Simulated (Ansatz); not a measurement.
**Run report: CH7B2ClSi, geometry relaxation**

- system: CH7B2ClSi
- method: RKS revPBE/def2-SVP (Ansatz 0.2.0)

It belongs to a series of runs on one base structure; here: end point A relaxed. Figures and captions count atoms from 1; the log counts them from 0 in places.

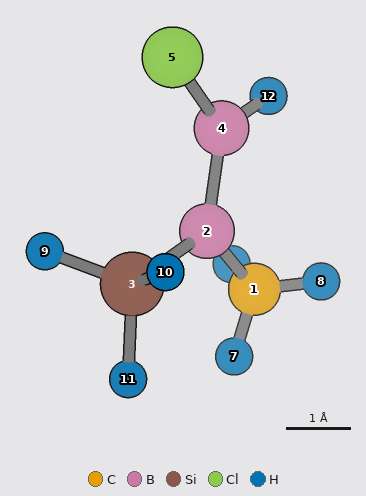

Fig. 1: The structure as given in the input (ball-and-stick view, seen at a tilt; atoms are numbered from 1 in the order of the input).

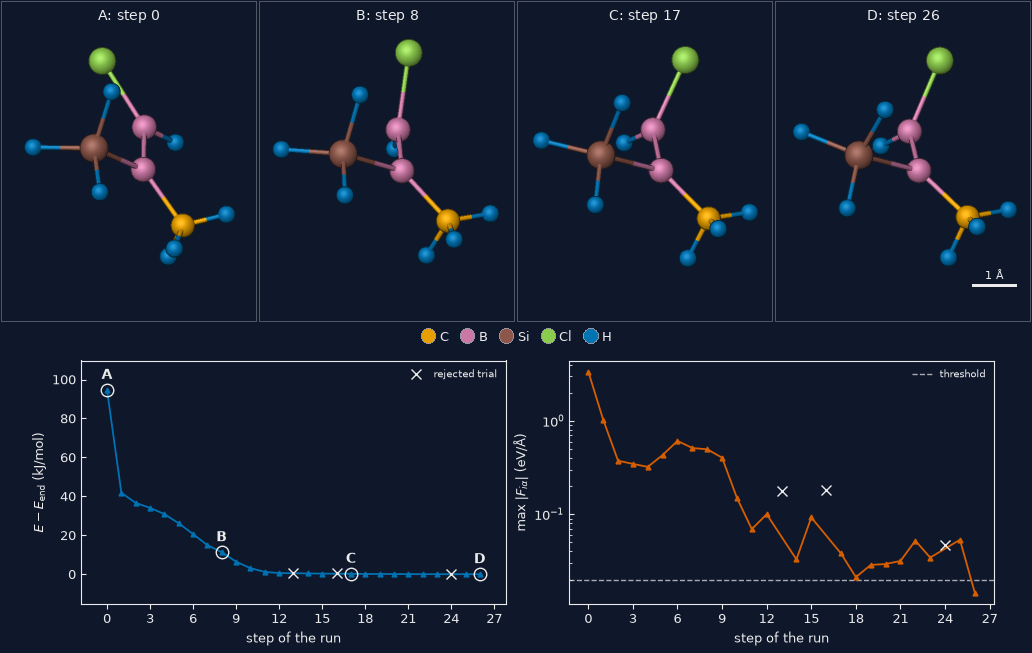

Fig. 2: Frames of the relaxation (ball-and-stick view, seen at a tilt) above the curves, on which the letters mark them (the first geometry is step 0 here and step 1 in the log).

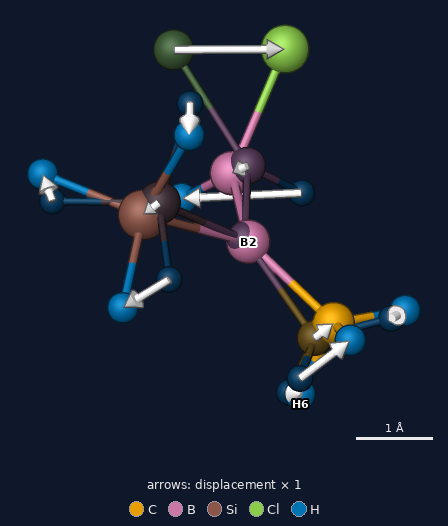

Fig. 3: Start (faint) and end (solid) with the displacements as white arrows, at true length (ball-and-stick view, seen at a tilt). The two geometries are laid on each other by the best rigid fit. After 26 geometry steps the energy has fallen by 94.6 kJ/mol. The largest force component goes from 3.4 to 0.014 eV/Å. The line search rejected the trial steps at points 13, 16, 24 (counted from 0) and went back. The largest move after the best rigid fit is that of H12, 1.60 Å. Largest moves by element: H 1.60 Å, Cl 1.47 Å, C 0.33 Å, Si 0.27 Å, B 0.26 Å. Among the contacts that change: B2–Si3 1.921 → 2.056 Å, C1–H6 1.183 → 1.120 Å, C1–H8 1.053 → 1.109 Å, Si3–H9 1.463 → 1.508 Å. Among the angles that change: B2–B4–H12 116.1° → 125.6°, B2–B4–Cl5 126.0° → 118.7°, B2–C1–H8 110.2° → 115.0°. (Atoms are counted from 1 in the order of the input.)

These pictures come from the run below.

## Input file
```yaml
crystal:
  periodic: [false, false, false]
  atoms:
    - { symbol: C, position_ang: [-0.9101, -0.4959, 1.3123] }
    - { symbol: B, position_ang: [-0.2176, -0.0851, -0.056] }
    - { symbol: Si, position_ang: [1.5706, 0.6148, -0.0253] }
    - { symbol: B, position_ang: [-0.927, -0.2857, -1.5082] }
    - { symbol: Cl, position_ang: [-0.1853, 0.1068, -3.1269] }
    - { symbol: H, position_ang: [-1.8798, 0.1764, 1.3943] }
    - { symbol: H, position_ang: [-0.2737, -0.2489, 2.1752] }
    - { symbol: H, position_ang: [-1.1929, -1.5094, 1.2862] }
    - { symbol: H, position_ang: [1.6308, 1.9646, -0.5863] }
    - { symbol: H, position_ang: [2.4885, -0.2881, -0.7412] }
    - { symbol: H, position_ang: [2.0578, 0.7073, 1.4016] }
    - { symbol: H, position_ang: [-2.0845, -0.7118, -1.4916] }
basis:
  gaussian: { orbitals: def2-SVP }
hamiltonian:
  xc: revpbe
relax:
  f_tol: 0.02
  max_steps: 50
```

Launch command:
```bash
ansatz run input.yaml --threads 2 --pin off --max-ram 3072MiB --backend cpu --events-out ev --progress --plain --runs-dir out
```

## Output
```
The last accepted step is kept in [file] (removed where the run ends without a failure and the disk answers)
Engine: ansatz 0.2.0, x86_64-unknown-linux-gnu
Functional definition: revPBE
  parameter kappa = 1.245
  parameter beta = 0.06672455060314922
  exchange = pbe_x(kappa = kappa, mu = beta*pi^2/3)
  correlation = pbe_c(beta = beta)
1263 factors; their error is unknown
mean field evaluation 1: about -22880.6387 eV, gradient 5.6e1 eV
mean field evaluation 2: about -22865.6156 eV, gradient 8.7e1 eV
mean field evaluation 4: about -22890.0979 eV, gradient 4.3e0 eV
mean field evaluation 8: about -22890.1711 eV, gradient 9.0e-2 eV
mean field evaluation 16: about -22890.1038 eV, gradient 6.4e-5 eV
mean field -22890.10383815 eV, -841.1958005823 hartree, gradient 6.4e-5 eV, S^2 0.000000; 0 other end points of the search recorded, 0 dependent functions left out
the calculation of the forces begins
reference -22890.10388735 eV, -841.1958023905 hartree; 27, 27 occupied and 86, 86 virtual orbitals, 1263 factors
relax step   1: F+E_penalty+E_count = -22890.10383815 eV  Δ(F+E_penalty+E_count) = +0.000e0 eV  max|allowed force component| = 3.379e0 eV/Å  Δτ_max = 0.0000 Å  (27 SCF iters, accepted)
these checks for a lower state are left out or cut short: starts, cluster_reference, orbital_swaps, neighbouring_geometries, increment
1263 factors; their error is unknown
mean field -22890.65136057 eV, -841.2159216604 hartree, gradient 1.5e-5 eV, S^2 0.000000; 0 other end points of the search recorded, 0 dependent functions left out
[... from here on the field's lines of each further geometry are left out, up to the last ...]
relax step   2: F+E_penalty+E_count = -22890.65136057 eV  Δ(F+E_penalty+E_count) = -5.475e-1 eV  max|allowed force component| = 1.031e0 eV/Å  Δτ_max = 0.1940 Å  (28 SCF iters, accepted)
relax step   3: F+E_penalty+E_count = -22890.70503470 eV  Δ(F+E_penalty+E_count) = -5.367e-2 eV  max|allowed force component| = 3.750e-1 eV/Å  Δτ_max = 0.1273 Å  (29 SCF iters, accepted)
relax step   4: F+E_penalty+E_count = -22890.73138509 eV  Δ(F+E_penalty+E_count) = -2.635e-2 eV  max|allowed force component| = 3.467e-1 eV/Å  Δτ_max = 0.2000 Å  (28 SCF iters, accepted)
relax step   5: F+E_penalty+E_count = -22890.76441196 eV  Δ(F+E_penalty+E_count) = -3.303e-2 eV  max|allowed force component| = 3.217e-1 eV/Å  Δτ_max = 0.2000 Å  (34 SCF iters, accepted)
relax step   6: F+E_penalty+E_count = -22890.81357383 eV  Δ(F+E_penalty+E_count) = -4.916e-2 eV  max|allowed force component| = 4.316e-1 eV/Å  Δτ_max = 0.1946 Å  (27 SCF iters, accepted)
relax step   7: F+E_penalty+E_count = -22890.87064392 eV  Δ(F+E_penalty+E_count) = -5.707e-2 eV  max|allowed force component| = 6.108e-1 eV/Å  Δτ_max = 0.1962 Å  (27 SCF iters, accepted)
relax step   8: F+E_penalty+E_count = -22890.93002736 eV  Δ(F+E_penalty+E_count) = -5.938e-2 eV  max|allowed force component| = 5.127e-1 eV/Å  Δτ_max = 0.1949 Å  (28 SCF iters, accepted)
relax step   9: F+E_penalty+E_count = -22890.96763825 eV  Δ(F+E_penalty+E_count) = -3.761e-2 eV  max|allowed force component| = 4.966e-1 eV/Å  Δτ_max = 0.1953 Å  (32 SCF iters, accepted)
relax step  10: F+E_penalty+E_count = -22891.01788382 eV  Δ(F+E_penalty+E_count) = -5.025e-2 eV  max|allowed force component| = 4.042e-1 eV/Å  Δτ_max = 0.1948 Å  (27 SCF iters, accepted)
relax step  11: F+E_penalty+E_count = -22891.05241448 eV  Δ(F+E_penalty+E_count) = -3.453e-2 eV  max|allowed force component| = 1.497e-1 eV/Å  Δτ_max = 0.2000 Å  (28 SCF iters, accepted)
relax step  12: F+E_penalty+E_count = -22891.07233629 eV  Δ(F+E_penalty+E_count) = -1.992e-2 eV  max|allowed force component| = 6.938e-2 eV/Å  Δτ_max = 0.1497 Å  (28 SCF iters, accepted)
relax step  13: F+E_penalty+E_count = -22891.07844095 eV  Δ(F+E_penalty+E_count) = -6.105e-3 eV  max|allowed force component| = 1.002e-1 eV/Å  Δτ_max = 0.0930 Å  (26 SCF iters, accepted)
relax step  14: F+E_penalty+E_count = -22891.07842132 eV  Δ(F+E_penalty+E_count) = +1.964e-5 eV  max|allowed force component| = 1.795e-1 eV/Å  Δτ_max = 0.0408 Å  (29 SCF iters, rejected (line search))
relax step  15: F+E_penalty+E_count = -22891.08028474 eV  Δ(F+E_penalty+E_count) = -1.844e-3 eV  max|allowed force component| = 3.287e-2 eV/Å  Δτ_max = 0.0198 Å  (29 SCF iters, accepted)
relax step  16: F+E_penalty+E_count = -22891.08129182 eV  Δ(F+E_penalty+E_count) = -1.007e-3 eV  max|allowed force component| = 9.249e-2 eV/Å  Δτ_max = 0.0562 Å  (29 SCF iters, accepted)
relax step  17: F+E_penalty+E_count = -22891.07876868 eV  Δ(F+E_penalty+E_count) = +2.523e-3 eV  max|allowed force component| = 1.806e-1 eV/Å  Δτ_max = 0.0779 Å  (28 SCF iters, rejected (line search))
relax step  18: F+E_penalty+E_count = -22891.08251553 eV  Δ(F+E_penalty+E_count) = -1.224e-3 eV  max|allowed force component| = 3.803e-2 eV/Å  Δτ_max = 0.0389 Å  (28 SCF iters, accepted)
relax step  19: F+E_penalty+E_count = -22891.08296275 eV  Δ(F+E_penalty+E_count) = -4.472e-4 eV  max|allowed force component| = 2.123e-2 eV/Å  Δτ_max = 0.0316 Å  (29 SCF iters, accepted)
relax step  20: F+E_penalty+E_count = -22891.08330146 eV  Δ(F+E_penalty+E_count) = -3.387e-4 eV  max|allowed force component| = 2.867e-2 eV/Å  Δτ_max = 0.0404 Å  (29 SCF iters, accepted)
relax step  21: F+E_penalty+E_count = -22891.08356768 eV  Δ(F+E_penalty+E_count) = -2.662e-4 eV  max|allowed force component| = 2.932e-2 eV/Å  Δτ_max = 0.0281 Å  (30 SCF iters, accepted)
relax step  22: F+E_penalty+E_count = -22891.08396881 eV  Δ(F+E_penalty+E_count) = -4.011e-4 eV  max|allowed force component| = 3.166e-2 eV/Å  Δτ_max = 0.0509 Å  (28 SCF iters, accepted)
relax step  23: F+E_penalty+E_count = -22891.08423121 eV  Δ(F+E_penalty+E_count) = -2.624e-4 eV  max|allowed force component| = 5.221e-2 eV/Å  Δτ_max = 0.0396 Å  (29 SCF iters, accepted)
relax step  24: F+E_penalty+E_count = -22891.08437783 eV  Δ(F+E_penalty+E_count) = -1.466e-4 eV  max|allowed force component| = 3.439e-2 eV/Å  Δτ_max = 0.0350 Å  (29 SCF iters, accepted)
relax step  25: F+E_penalty+E_count = -22891.08426950 eV  Δ(F+E_penalty+E_count) = +1.083e-4 eV  max|allowed force component| = 4.728e-2 eV/Å  Δτ_max = 0.0217 Å  (28 SCF iters, rejected (line search))
relax step  26: F+E_penalty+E_count = -22891.08439072 eV  Δ(F+E_penalty+E_count) = -1.289e-5 eV  max|allowed force component| = 5.336e-2 eV/Å  Δτ_max = 0.0053 Å  (23 SCF iters, accepted)
the calculation of the forces begins
reference -22891.08463983 eV, -841.2318443795 hartree; 27, 27 occupied and 86, 86 virtual orbitals, 1263 factors
relax step  27: F+E_penalty+E_count = -22891.08459082 eV  Δ(F+E_penalty+E_count) = -2.001e-4 eV  max|allowed force component| = 1.447e-2 eV/Å  Δτ_max = 0.0074 Å  (24 SCF iters, accepted)
1263 factors; their error is unknown
mean field -22891.08459082 eV, -841.2318425781 hartree, gradient 8.8e-6 eV, S^2 0.000000; 1 other end points of the search recorded, 0 dependent functions left out
the calculation of the forces begins
reference -22891.08463983 eV, -841.2318443795 hartree; 27, 27 occupied and 86, 86 virtual orbitals, 1263 factors
Total energy: -22891.08463983 eV, -841.2318443795 hartree
Atom 0 at    -0.799120    -0.819253     1.262915 Å, force     0.000715     0.000332     0.002348 eV/Å
Atom 1 at    -0.274567    -0.111432    -0.046497 Å, force    -0.002371     0.001446    -0.008489 eV/Å
Atom 2 at     1.514394     0.899800     0.024326 Å, force     0.014474     0.005575    -0.000049 eV/Å
Atom 3 at    -1.038255    -0.070603    -1.535098 Å, force     0.002341    -0.009436    -0.006077 eV/Å
Atom 4 at    -0.584867    -1.279496    -2.762507 Å, force    -0.002031     0.006336     0.005745 eV/Å
Atom 5 at    -1.452809    -0.037952     1.728810 Å, force    -0.002341     0.001779     0.002092 eV/Å
Atom 6 at    -0.031646    -1.062598     2.025296 Å, force     0.002281    -0.002275     0.005159 eV/Å
Atom 7 at    -1.455156    -1.696680     1.090253 Å, force    -0.001726    -0.003259    -0.001306 eV/Å
Atom 8 at     1.668080     2.002040    -0.993782 Å, force    -0.001954    -0.005026     0.004009 eV/Å
Atom 9 at     2.590047    -0.127522    -0.257897 Å, force    -0.007503     0.004680     0.002549 eV/Å
Atom 10 at     1.789525     1.480517     1.392784 Å, force    -0.001909    -0.002791    -0.006357 eV/Å
Atom 11 at    -1.848825     0.768181    -1.894504 Å, force     0.000023     0.002639     0.000374 eV/Å
Dipole moment:    -0.157183    -0.023376     0.284348 e Å
```

## Trajectory as extended XYZ (Å, eV, eV/Å), 9 of the 27 frames kept, from step=1 to step=27
```
12
Properties=species:S:1:pos:R:3:forces:R:3 step=1 energy=-22890.10384
C    -0.9101   -0.4959    1.3123   -0.3693   3.3794  -0.5368
B    -0.2176   -0.0851   -0.0560    0.0494  -0.2646   1.7738
Si    1.5706    0.6148   -0.0253    1.1072   0.3725   1.1785
B    -0.9270   -0.2857   -1.5082   -1.5361  -0.3750  -2.2309
Cl   -0.1853    0.1068   -3.1269   -0.4704  -0.2889   0.9943
H    -1.8798    0.1764    1.3943    1.1580  -1.1556  -0.1165
H    -0.2737   -0.2489    2.1752   -0.0453  -0.2177   0.3391
H    -1.1929   -1.5094    1.2862   -0.8969  -2.0650   0.1458
H     1.6308    1.9646   -0.5863    0.1659   0.8041  -0.4731
H     2.4885   -0.2881   -0.7412    0.4739  -0.3534  -0.4484
H     2.0578    0.7073    1.4016    0.2192   0.0740   0.0173
H    -2.0845   -0.7118   -1.4916    0.1443   0.0902  -0.6431
12
Properties=species:S:1:pos:R:3:forces:R:3 step=4 energy=-22890.73138
C    -0.9337   -0.5355    1.3225   -0.1359  -0.3467   0.1175
B    -0.2044   -0.1147    0.0025    0.0629   0.2849  -0.1268
Si    1.6631    0.7343    0.0291   -0.0466  -0.0600  -0.1127
B    -1.0357   -0.3311   -1.5253    0.3414   0.0533   0.0161
Cl   -0.1550   -0.1614   -3.0651   -0.1888  -0.1005   0.1687
H    -1.7626    0.2128    1.4447    0.0849  -0.0039  -0.0452
H    -0.3459   -0.5425    2.2630   -0.0337   0.0171  -0.0383
H    -1.4823   -1.5024    1.2124    0.0138   0.0872   0.0721
H     1.7223    2.0932   -0.6334   -0.0298  -0.0201   0.0060
H     2.5516   -0.1778   -0.7964    0.0437   0.0457   0.0757
H     2.2767    0.8708    1.4040   -0.0124  -0.0091  -0.0228
H    -2.2174   -0.6006   -1.6241   -0.0996   0.0521  -0.1102
12
Properties=species:S:1:pos:R:3:forces:R:3 step=7 energy=-22890.87064
C    -0.9030   -0.6318    1.3045   -0.0912   0.0483  -0.0424
B    -0.2143   -0.0796   -0.0006   -0.1251  -0.0404  -0.2319
Si    1.6242    0.8098    0.0285   -0.0014   0.0663   0.0720
B    -1.0214   -0.2487   -1.5188   -0.2998  -0.0112  -0.0062
Cl   -0.1119   -0.7227   -2.9844   -0.2361  -0.0074   0.2648
H    -1.6848    0.1576    1.5018    0.1554  -0.0786  -0.0485
H    -0.2862   -0.7088    2.2191    0.0381  -0.0227   0.0381
H    -1.4961   -1.5570    1.1575   -0.0413  -0.0749   0.0357
H     1.6552    2.1636   -0.6353   -0.0003   0.0308  -0.0330
H     2.5348   -0.0959   -0.7708    0.0080  -0.0041  -0.0085
H     2.2324    0.9507    1.4038   -0.0172   0.0300   0.0104
H    -2.2520   -0.0921   -1.6714    0.6108   0.0640  -0.0504
12
Properties=species:S:1:pos:R:3:forces:R:3 step=11 energy=-22891.05241
C    -0.8411   -0.7188    1.2768    0.0434  -0.0636  -0.0118
B    -0.2470   -0.0997   -0.0397   -0.0229   0.0445  -0.1290
Si    1.5482    0.8717    0.0440    0.1188   0.0479  -0.0294
B    -1.0166   -0.1669   -1.5341   -0.0238  -0.0350  -0.1280
Cl   -0.3851   -1.2763   -2.7850   -0.0744   0.0643   0.1259
H    -1.5731    0.0746    1.5703   -0.0784   0.0357   0.0716
H    -0.1493   -0.8426    2.1303    0.0449  -0.0135   0.0494
H    -1.4379   -1.6368    1.1291   -0.1243  -0.1087   0.0293
H     1.5743    2.2053   -0.6633   -0.0013  -0.0063   0.0015
H     2.5310   -0.0316   -0.6724   -0.0039   0.0223   0.0096
H     2.0605    1.0644    1.4537   -0.0279   0.0308  -0.0250
H    -1.9871    0.5016   -1.8756    0.1497  -0.0184   0.0359
12
Properties=species:S:1:pos:R:3:forces:R:3 step=14 energy=-22891.07842 accepted=F
C    -0.8342   -0.7759    1.2622    0.0215  -0.0243   0.0377
B    -0.2611   -0.0916   -0.0422   -0.0419  -0.0425   0.0193
Si    1.5321    0.9080    0.0368    0.0189  -0.0022  -0.0048
B    -1.0144   -0.1180   -1.5387   -0.0060  -0.0031  -0.1795
Cl   -0.5419   -1.4178   -2.6776   -0.0741   0.1623   0.1185
H    -1.4889    0.0194    1.7047    0.0161  -0.0165  -0.0121
H    -0.0891   -1.0232    2.0475   -0.0274   0.0188  -0.0306
H    -1.4969   -1.6483    1.0816    0.0138   0.0355   0.0061
H     1.5696    2.1699   -0.7914   -0.0027  -0.0127   0.0077
H     2.5756   -0.0295   -0.5333   -0.0150   0.0092   0.0105
H     1.9528    1.2528    1.4474   -0.0086   0.0076  -0.0160
H    -1.8269    0.6991   -1.9627    0.1054  -0.1321   0.0432
12
Properties=species:S:1:pos:R:3:forces:R:3 step=17 energy=-22891.07877 accepted=F
C    -0.8219   -0.8013    1.2744   -0.0526   0.0631  -0.0246
B    -0.2686   -0.1220   -0.0404    0.0353   0.0345   0.0114
Si    1.5136    0.9009    0.0306    0.0690   0.0326   0.0177
B    -0.9898   -0.0931   -1.5511   -0.1806  -0.1290  -0.0397
Cl   -0.5809   -1.3829   -2.7185    0.0113   0.1202   0.0649
H    -1.4540    0.0046    1.7331    0.0404  -0.0262  -0.0253
H    -0.0643   -1.0576    2.0431   -0.0037   0.0009  -0.0175
H    -1.5055   -1.6583    1.1089    0.0059  -0.0230  -0.0036
H     1.5558    2.1121   -0.8744    0.0152  -0.0485   0.0408
H     2.5875   -0.0569   -0.4493   -0.0408   0.0432   0.0287
H     1.8793    1.3432    1.4339   -0.0086  -0.0203  -0.0791
H    -1.7746    0.7563   -1.9560    0.1092  -0.0475   0.0264
12
Properties=species:S:1:pos:R:3:forces:R:3 step=21 energy=-22891.08357
C    -0.8188   -0.8056    1.2738    0.0019   0.0026   0.0054
B    -0.2743   -0.1223   -0.0403    0.0222   0.0046  -0.0064
Si    1.5100    0.9002    0.0268    0.0293   0.0102   0.0002
B    -1.0101   -0.0996   -1.5438   -0.0200   0.0069   0.0118
Cl   -0.5475   -1.3164   -2.7577    0.0056  -0.0035   0.0002
H    -1.4450    0.0013    1.7349   -0.0030  -0.0074  -0.0040
H    -0.0568   -1.0611    2.0386   -0.0023   0.0028  -0.0097
H    -1.4994   -1.6661    1.1122   -0.0018   0.0007   0.0013
H     1.5960    2.0726   -0.9213    0.0004  -0.0264   0.0184
H     2.5797   -0.0904   -0.3860   -0.0226   0.0203   0.0110
H     1.8547    1.3911    1.4159   -0.0108  -0.0096  -0.0279
H    -1.8117    0.7415   -1.9190    0.0011  -0.0012  -0.0004
12
Properties=species:S:1:pos:R:3:forces:R:3 step=24 energy=-22891.08438
C    -0.8004   -0.8172    1.2632    0.0046   0.0012   0.0082
B    -0.2734   -0.1116   -0.0470   -0.0202  -0.0083   0.0043
Si    1.5146    0.9004    0.0256    0.0296   0.0003  -0.0148
B    -1.0379   -0.0749   -1.5356    0.0231   0.0045  -0.0201
Cl   -0.5780   -1.2799   -2.7651   -0.0100   0.0092   0.0144
H    -1.4495   -0.0325    1.7306    0.0022  -0.0038  -0.0042
H    -0.0325   -1.0631    2.0248   -0.0031  -0.0016   0.0006
H    -1.4603   -1.6923    1.0924    0.0018   0.0019  -0.0009
H     1.6612    2.0082   -0.9898    0.0042  -0.0228   0.0265
H     2.5888   -0.1286   -0.2674   -0.0283   0.0344   0.0102
H     1.7936    1.4733    1.3978   -0.0016  -0.0079  -0.0275
H    -1.8493    0.7633   -1.8954   -0.0024  -0.0070   0.0033
12
Properties=species:S:1:pos:R:3:forces:R:3 step=27 energy=-22891.08459
C    -0.7991   -0.8193    1.2629    0.0007   0.0003   0.0023
B    -0.2746   -0.1114   -0.0465   -0.0024   0.0014  -0.0085
Si    1.5144    0.8998    0.0243    0.0145   0.0056   0.0000
B    -1.0383   -0.0706   -1.5351    0.0023  -0.0094  -0.0061
Cl   -0.5849   -1.2795   -2.7625   -0.0020   0.0063   0.0057
H    -1.4528   -0.0380    1.7288   -0.0023   0.0018   0.0021
H    -0.0316   -1.0626    2.0253    0.0023  -0.0023   0.0052
H    -1.4552   -1.6967    1.0903   -0.0017  -0.0033  -0.0013
H     1.6681    2.0020   -0.9938   -0.0020  -0.0050   0.0040
H     2.5900   -0.1275   -0.2579   -0.0075   0.0047   0.0025
H     1.7895    1.4805    1.3928   -0.0019  -0.0028  -0.0064
H    -1.8488    0.7682   -1.8945    0.0000   0.0026   0.0004
```

## Summary

| quantity | value |
| --- | --- |
| outcome | converged |
| total energy | −22891.0846 eV |
| mean-field energy | −22891.0846 eV |
| largest force (length of the vector) at the end | 0.016 eV/Å |
| hardware | 2 threads of Intel Xeon (Granite Rapids), 16 GiB of memory available, shared host |
| wall time | 43 s (CPU time 82 s) |
| peak memory | 0.17 GiB |
